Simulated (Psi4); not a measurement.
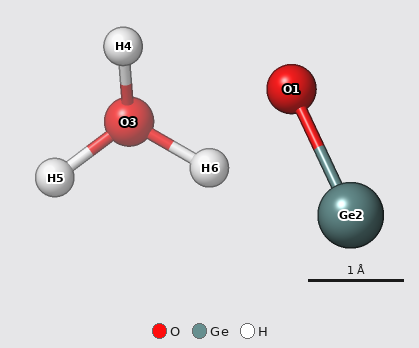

Figure 1. The structure as given in the input (ball-and-stick view, seen at a tilt; atoms are numbered from 1 in the order of the input). Sticks mark near contacts. Bond lengths as drawn: Ge–O 1.58 Å and H–O 0.98 Å.

**Interaction calculation, with input and output: GeH₃O₂ (charge +1) (part 1 of 2)**

- system: GeH₃O₂, charge +1, SMILES [O]=[Ge].[OH3+]
- method: HF/def2-TZVP, RHF (Psi4 1.11)

### Input file (run.py)
```python
import psi4

psi4.set_memory(1600000000)
psi4.set_num_threads(1)
psi4.core.set_output_file('output.dat', False)

molecule = psi4.geometry("""
0 1
O      0.000000     0.000000    -0.788240
Ge     0.000000     0.000000     0.788240
--
1 1
O     -2.093160     1.385840    -1.964790
H     -1.247790     1.236330    -2.444400
H     -2.229220     2.334510    -1.744090
H     -2.175090     0.807820    -1.173100
symmetry c1
no_reorient
no_com
""")

psi4.set_options(dict(reference='rhf'))

E = psi4.energy('hf/def2-TZVP', bsse_type='vmfc')
print(f'hf/def2-TZVP energy: {E:.10f} Eh')
for k, v in sorted(psi4.core.scalar_variables().items()):
    print(f'{k:45s} {v:18.10f}')
```

Launched with:
```bash
python run.py
```

### What the program printed
```
Psi4 1.11 release

   => Loading Basis Set <=

    Name: DEF2-TZVP
    Role: ORBITAL
    Keyword: BASIS

         ---------------------------------------------------------
                                   SCF
                              RHF Reference
                        1 Threads,   1525 MiB Core
         ---------------------------------------------------------

  ==> Geometry <==

    Molecular point group: c1
    Full point group: C_inf_v

    Geometry (in Bohr), charge = 0, multiplicity = 1:

       Center              X                  Y                   Z               Mass
    ------------   -----------------  -----------------  -----------------  -----------------
         O            0.000000000000     0.000000000000    -1.489557721131    15.994914619570
         GE           0.000000000000     0.000000000000     1.489557721131    73.921177761000

  Running in c1 symmetry.

  Rotational constants: A = ************  B =      0.30175  C =      0.30175 [cm^-1]
  Rotational constants: A = ************  B =   9046.13021  C =   9046.13021 [MHz]
  Nuclear repulsion =   85.931547454784109

  Charge       = 0
  Multiplicity = 1
  Electrons    = 40
  Nalpha       = 20
  Nbeta        = 20

  ==> Algorithm <==

  SCF Algorithm Type is DF.
  DIIS enabled.
  MOM disabled.
  Fractional occupation disabled.
  Guess Type is SAD.
  Energy threshold   = 1.00e-06
  Density threshold  = 1.00e-06
  Integral threshold = 1.00e-12

  ==> Primary Basis <==

  Basis Set: DEF2-TZVP
    Blend: DEF2-TZVP
    Number of shells: 27
    Number of basis functions: 79
    Number of Cartesian functions: 91
    Spherical Harmonics?: true
    Max angular momentum: 3

   => Loading Basis Set <=

    Name: (DEF2-TZVP AUX)
    Role: JKFIT
    Keyword: DF_BASIS_SCF

  ==> Integral Setup <==

  DFHelper Memory: AOs need 0.018 GiB; user supplied 1.118 GiB.
  SCF_SUBTYPE=INCORE selected. In-core MEM_DF algorithm will be used.
  Using in-core AOs.

  ==> MemDFJK: Density-Fitted J/K Matrices <==

    J tasked:                   Yes
    K tasked:                   Yes
    wK tasked:                   No
    Memory [MiB]:              1144
    Algorithm:                 Core
    Schwarz Cutoff:           1E-12
    Mask sparsity (%):       0.3205
    Fitting Condition:        1E-10

   => Auxiliary Basis Set <=

  Basis Set: (DEF2-TZVP AUX)
    Blend: DEF2-UNIVERSAL-JKFIT
    Number of shells: 85
    Number of basis functions: 343
    Number of Cartesian functions: 464
    Spherical Harmonics?: true
    Max angular momentum: 5

  Minimum eigenvalue in the overlap matrix is 4.8477039118E-03.
  Reciprocal condition number of the overlap matrix is 1.1365379030E-03.
    Using symmetric orthogonalization.

  ==> Pre-Iterations <==

  SCF Guess: Superposition of Atomic Densities via on-the-fly atomic UHF (no occupation information).

   -------------------------
    Irrep   Nso     Nmo
   -------------------------
     A         79      79
   -------------------------
    Total      79      79
   -------------------------

  ==> Iterations <==

                           Total Energy        Delta E     RMS |[F,P]|

   @DF-RHF iter SAD: -2145.63430366180319   -2.14563e+03   0.00000e+00
   @DF-RHF iter   1: -2149.27222565957072   -3.63792e+00   3.28497e-02 ADIIS/DIIS
   @DF-RHF iter   2: -2149.69271118185907   -4.20486e-01   2.75449e-02 ADIIS/DIIS
   @DF-RHF iter   3: -2150.24773147066117   -5.55020e-01   2.01094e-03 ADIIS/DIIS
   @DF-RHF iter   4: -2150.25113830787177   -3.40684e-03   8.31193e-04 ADIIS/DIIS
   @DF-RHF iter   5: -2150.25266819995750   -1.52989e-03   1.18859e-04 ADIIS/DIIS
   @DF-RHF iter   6: -2150.25270115605053   -3.29561e-05   1.26941e-05 DIIS
   @DF-RHF iter   7: -2150.25270182432405   -6.68274e-07   2.25673e-06 DIIS
   @DF-RHF iter   8: -2150.25270187961178   -5.52877e-08   7.56374e-07 DIIS
  Energy and wave function converged.

  ==> Post-Iterations <==

    Orbital Energies [Eh]
    ---------------------

    Doubly Occupied:

       1A   -405.254614     2A    -52.163077     3A    -46.250386
       4A    -46.250386     5A    -46.247038     6A    -20.526643
       7A     -7.210065     8A     -5.184850     9A     -5.184850
      10A     -5.177467    11A     -1.663867    12A     -1.661411
      13A     -1.661411    14A     -1.652923    15A     -1.652923
      16A     -1.234366    17A     -0.610307    18A     -0.457131
      19A     -0.457131    20A     -0.424076

    Virtual:

      21A      0.040732    22A      0.040732    23A      0.155615
      24A      0.303015    25A      0.303015    26A      0.352946
      27A      0.390300    28A      0.394701    29A      0.394701
      30A      0.459937    31A      0.459937    32A      0.642210
      33A      0.676669    34A      0.737391    35A      0.737391
      36A      1.033480    37A      1.056389    38A      1.056389
      39A      1.106011    40A      1.106011    41A      1.192798
      42A      1.192798    43A      1.216534    44A      1.216534
      45A      1.259925    46A      1.379725    47A      1.379725
      48A      1.728548    49A      1.942131    50A      1.942131
      51A      2.291186    52A      2.384096    53A      2.384096
      54A      2.920005    55A      2.920005    56A      2.937632
      57A      2.937632    58A      2.964786    59A      3.210720
      60A      3.210720    61A      3.396697    62A      4.059059
      63A      4.223330    64A      4.223330    65A      4.447676
      66A      5.623200    67A      5.623200    68A      5.664957
      69A      5.664957    70A      5.745017    71A      5.745017
      72A      5.945820    73A      6.244939    74A      6.834031
      75A      6.834031    76A      7.164606    77A      7.164606
      78A      7.415518    79A     45.132779

    Final Occupation by Irrep:
              A
    DOCC [    20 ]
    NA   [    20 ]
    NB   [    20 ]

  @DF-RHF Final Energy: -2150.25270187961178

   => Energetics <=

    Nuclear Repulsion Energy =             85.9315474547841092
    One-Electron Energy =               -3170.5187872068713659
    Two-Electron Energy =                 934.3345378724754937
    Total Energy =                      -2150.2527018796117773

Computation Completed

Properties will be evaluated at   0.000000,   0.000000,   0.000000 [a0]

Properties computed using the SCF density matrix

 Multipole Moments:

 ------------------------------------------------------------------------------------
     Multipole            Electronic (a.u.)      Nuclear  (a.u.)        Total (a.u.)
 ------------------------------------------------------------------------------------

 L = 1.  Multiply by 2.5417464519 to convert [e a0] to [Debye]
 Dipole X            :         -0.0000000            0.0000000           -0.0000000
 Dipole Y            :          0.0000000            0.0000000            0.0000000
 Dipole Z            :        -34.2213526           35.7493853            1.5280327
 Magnitude           :                                                    1.5280327

 ------------------------------------------------------------------------------------

	total time  =          1 seconds =       0.02 minutes

    Psi4 run time: 0:00:00.66

    -----------------------------------------------------------------------
                               Psi4 1.11 release

    h
    h
    h

    -----------------------------------------------------------------------

    Memory:     1.5 GiB
    Threads:    1
                ecpint, einsums, f̶o̶r̶t̶e̶, gauxc, gcp, g̶d̶m̶a̶, geometric, g̶p̶u̶_̶d̶f̶c̶c̶,
                i̶n̶t̶e̶g̶r̶a̶t̶o̶r̶x̶x̶, i̶p̶i̶, libefp, m̶d̶i̶, m̶p̶2̶d̶, m̶r̶c̶c̶, ooo,
                o̶p̶e̶n̶f̶e̶r̶m̶i̶o̶n̶p̶s̶i̶4̶, pcmsolver, p̶s̶i̶4̶f̶o̶c̶k̶c̶i̶, p̶s̶i̶x̶a̶s̶,
                p̶y̶e̶i̶n̶s̶u̶m̶s̶, r̶e̶s̶p̶, s̶i̶m̶i̶n̶t̶, s̶n̶s̶m̶p̶2̶,
                v̶2̶r̶d̶m̶_̶c̶a̶s̶s̶c̶f̶

  ==> Geometry <==

    Molecular point group: c1
    Full point group: C1

    Geometry (in Bohr), charge = 1, multiplicity = 1:

       Center              X                  Y                   Z               Mass
    ------------   -----------------  -----------------  -----------------  -----------------
         O           -3.955499136763     2.618858053704    -3.712914994038    15.994914619570
         H           -2.357981362085     2.336325100687    -4.619246541069     1.007825032230
         H           -4.212615273393     4.411584537143    -3.295852438150     1.007825032230
         H           -4.110324398222     1.526558558667    -2.216837717775     1.007825032230

  Running in c1 symmetry.

  Rotational constants: A =      7.72839  B =      0.08839  C =      0.08816 [cm^-1]
  Rotational constants: A = 231691.16106  B =   2649.91619  C =   2642.99784 [MHz]
  Nuclear repulsion =   13.886754627839117

  Charge       = 1
  Multiplicity = 1
  Electrons    = 10
  Nalpha       = 5
  Nbeta        = 5

  ==> Primary Basis <==

  Basis Set: DEF2-TZVP
    Blend: DEF2-TZVP
    Number of shells: 23
    Number of basis functions: 49
    Number of Cartesian functions: 54
    Spherical Harmonics?: true
    Max angular momentum: 3

  ==> Integral Setup <==

  DFHelper Memory: AOs need 0.003 GiB; user supplied 1.118 GiB.
  SCF_SUBTYPE=INCORE selected. In-core MEM_DF algorithm will be used.
  Using in-core AOs.

  ==> MemDFJK: Density-Fitted J/K Matrices <==

    J tasked:                   Yes
    K tasked:                   Yes
    wK tasked:                   No
    Memory [MiB]:              1144
    Algorithm:                 Core
    Schwarz Cutoff:           1E-12
    Mask sparsity (%):       0.0000
    Fitting Condition:        1E-10

   => Auxiliary Basis Set <=

  Basis Set: (DEF2-TZVP AUX)
    Blend: DEF2-UNIVERSAL-JKFIT
    Number of shells: 43
    Number of basis functions: 131
    Number of Cartesian functions: 153
    Spherical Harmonics?: true
    Max angular momentum: 4

  Minimum eigenvalue in the overlap matrix is 8.2361858631E-03.
  Reciprocal condition number of the overlap matrix is 1.4118469000E-03.
    Using symmetric orthogonalization.

  ==> Pre-Iterations <==

  SCF Guess: Superposition of Atomic Densities via on-the-fly atomic UHF (no occupation information).

   -------------------------
    Irrep   Nso     Nmo
   -------------------------
     A         49      49
   -------------------------
    Total      49      49
   -------------------------

  ==> Iterations <==

                           Total Energy        Delta E     RMS |[F,P]|

   @DF-RHF iter SAD:   -76.32380717442564   -7.63238e+01   0.00000e+00
   @DF-RHF iter   1:   -76.29739773082056    2.64094e-02   5.95824e-03 ADIIS/DIIS
   @DF-RHF iter   2:   -76.33356895367456   -3.61712e-02   2.33400e-03 ADIIS/DIIS
   @DF-RHF iter   3:   -76.33786692012156   -4.29797e-03   6.73109e-04 ADIIS/DIIS
   @DF-RHF iter   4:   -76.33842371734035   -5.56797e-04   1.20687e-04 ADIIS/DIIS
   @DF-RHF iter   5:   -76.33844185471902   -1.81374e-05   2.19432e-05 DIIS
   @DF-RHF iter   6:   -76.33844289499942   -1.04028e-06   3.01545e-06 DIIS
   @DF-RHF iter   7:   -76.33844291747619   -2.24768e-08   4.48953e-07 DIIS
  Energy and wave function converged.

  ==> Post-Iterations <==

    Final Occupation by Irrep:
              A
    DOCC [     5 ]
    NA   [     5 ]
    NB   [     5 ]

  @DF-RHF Final Energy:   -76.33844291747619

   => Energetics <=

    Nuclear Repulsion Energy =             13.8867546278391174
    One-Electron Energy =                -128.4334085398431284
    Two-Electron Energy =                  38.2082109945278319
    Total Energy =                        -76.3384429174761863

Computation Completed

Properties will be evaluated at   0.000000,   0.000000,   0.000000 [a0]

Properties computed using the SCF density matrix

 Multipole Moments:

 ------------------------------------------------------------------------------------
     Multipole            Electronic (a.u.)      Nuclear  (a.u.)        Total (a.u.)
 ------------------------------------------------------------------------------------

 L = 1.  Multiply by 2.5417464519 to convert [e a0] to [Debye]
 Dipole X            :         38.9442455          -42.3249141           -3.3806686
 Dipole Y            :        -26.4038664           29.2253326            2.8214663
 Dipole Z            :         36.6105305          -39.8352566           -3.2247261
 Magnitude           :                                                    5.4578797

 ------------------------------------------------------------------------------------

	total time  =          0 seconds =       0.00 minutes

    Psi4 run time: 0:00:00.20

    -----------------------------------------------------------------------
                               Psi4 1.11 release

    h
    h
    h

    -----------------------------------------------------------------------

    Memory:     1.5 GiB
    Threads:    1
                ecpint, einsums, f̶o̶r̶t̶e̶, gauxc, gcp, g̶d̶m̶a̶, geometric, g̶p̶u̶_̶d̶f̶c̶c̶,
                i̶n̶t̶e̶g̶r̶a̶t̶o̶r̶x̶x̶, i̶p̶i̶, libefp, m̶d̶i̶, m̶p̶2̶d̶, m̶r̶c̶c̶, ooo,
                o̶p̶e̶n̶f̶e̶r̶m̶i̶o̶n̶p̶s̶i̶4̶, pcmsolver, p̶s̶i̶4̶f̶o̶c̶k̶c̶i̶, p̶s̶i̶x̶a̶s̶,
                p̶y̶e̶i̶n̶s̶u̶m̶s̶, r̶e̶s̶p̶, s̶i̶m̶i̶n̶t̶, s̶n̶s̶m̶p̶2̶,
                v̶2̶r̶d̶m̶_̶c̶a̶s̶s̶c̶f̶

  ==> Geometry <==

    Molecular point group: c1
    Full point group: C1

    Geometry (in Bohr), charge = 1, multiplicity = 1:

       Center              X                  Y                   Z               Mass
    ------------   -----------------  -----------------  -----------------  -----------------
         O            0.000000000000     0.000000000000    -1.489557721131    15.994914619570
         GE           0.000000000000     0.000000000000     1.489557721131    73.921177761000
         O           -3.955499136763     2.618858053704    -3.712914994038    15.994914619570
         H           -2.357981362085     2.336325100687    -4.619246541069     1.007825032230
         H           -4.212615273393     4.411584537143    -3.295852438150     1.007825032230
         H           -4.110324398222     1.526558558667    -2.216837717775     1.007825032230

  Running in c1 symmetry.

  Rotational constants: A =      0.51177  B =      0.07809  C =      0.06824 [cm^-1]
  Rotational constants: A =  15342.41240  B =   2341.09818  C =   2045.80557 [MHz]
  Nuclear repulsion =  167.509621360770154

  Charge       = 1
  Multiplicity = 1
  Electrons    = 50
  Nalpha       = 25
  Nbeta        = 25

  ==> Primary Basis <==

  Basis Set: DEF2-TZVP
    Blend: DEF2-TZVP
    Number of shells: 50
    Number of basis functions: 128
    Number of Cartesian functions: 145
    Spherical Harmonics?: true
    Max angular momentum: 3

  ==> Integral Setup <==

  DFHelper Memory: AOs need 0.060 GiB; user supplied 1.118 GiB.
  SCF_SUBTYPE=INCORE selected. In-core MEM_DF algorithm will be used.
  Using in-core AOs.

  ==> MemDFJK: Density-Fitted J/K Matrices <==
```
